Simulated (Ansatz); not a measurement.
# A computed series for InP: response to strain

Consider InP in the zinc blende structure (space group F-43m, No. 216; a = 5.878 Å).

Strains are applied to the cell and any free atomic positions relax.

Computed with Ansatz (a program for electronic structure) PBEsol, no SOC.

Notes on the quantities. energy relative to the base: free energy F.

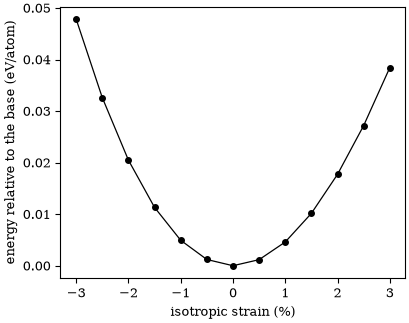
Fig. 1. Energy relative to the base against isotropic strain

```
isotropic strain (%)  energy relative to the base
--------------------  ---------------------------
-3                                   +48 meV/atom
-2.5                                 +33 meV/atom
-2                                   +20 meV/atom
-1.5                                 +11 meV/atom
-1                                  +4.9 meV/atom
-0.5                                +1.2 meV/atom
0.5                                 +1.2 meV/atom
1                                   +4.6 meV/atom
1.5                                  +10 meV/atom
2                                    +18 meV/atom
2.5                                  +27 meV/atom
3                                    +38 meV/atom
```

Stability against distortions was not tested.
